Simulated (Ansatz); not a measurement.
**Response to strain in MgSe**

The reference is MgSe in the rock salt structure (space group Fm-3m, No. 225; a = 5.4724 Å). Axes: x, y, z lie along the cube axes.

Strains are applied to the cell and any free atomic positions relax; under biaxial strain the out-of-plane vector relaxes too.

Level of theory: r2SCAN, PAW, 500 eV (Ansatz, a quantum-chemistry and plane-wave program; no spin-orbit coupling).

Notes on the quantities. in-plane stress: mean in-plane stress (compression positive).

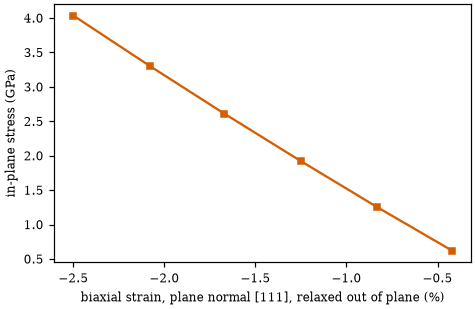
in-plane stress against biaxial strain, plane normal [111], relaxed out of plane

Q: From the plot, what is the in-plane stress for biaxial strain −1.25 %, plane normal [111], relaxed out of plane?

A: About 1.9 GPa.

Q: Is the trend monotonic over the range shown?

A: Yes, it falls throughout, spanning +0.6 GPa to +4.0 GPa.

Whether these cells are dynamically stable was not tested.
